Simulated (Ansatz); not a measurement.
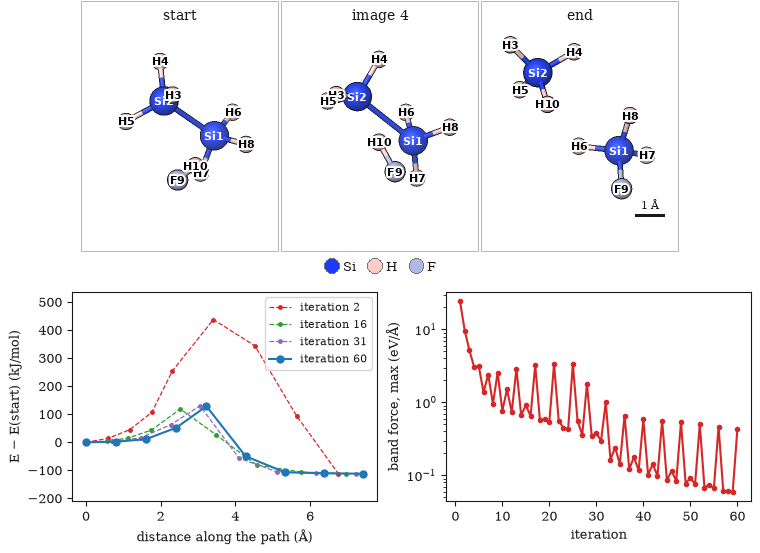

A search for the minimum-energy path of Si2H7F, made up at the start of Si$_{2}$H$_{6}$ and HF by the nudged elastic band. Images are numbered from 0 (start) to 8 (end). The plot follows the band through its iterations. Style: ball-and-stick. Shown from a free direction.

Method: RKS PBE-D4/6-31G* (Ansatz 0.2.0). Settings: 7 movable images; climbing image; force threshold 0.05 eV/Å; iteration limit 60; optimiser L-BFGS; starting path through a guess of the saddle point.

Judge this run.

The result isn't final. The band hadn't converged when the run stopped after 60 iterations. The largest component of the band force went from 24 to 0.43 eV/Å. The barrier read from it is provisional, though the highest image hardly moved in the last two iterations. The first iteration put the highest image at 991.1 kJ/mol. The energy climbs by 128.8 kJ/mol to image 4 and then falls by 240.7 kJ/mol, so the end point sits at −111.9 kJ/mol.

Limits of the set-up: the start holds two separate molecules, 2.6 Å apart at their closest, whose relative position is a soft coordinate.

Cost: 11 min on 1 thread of Arm Neoverse V2, on a shared host, peak memory 0.11 GiB.
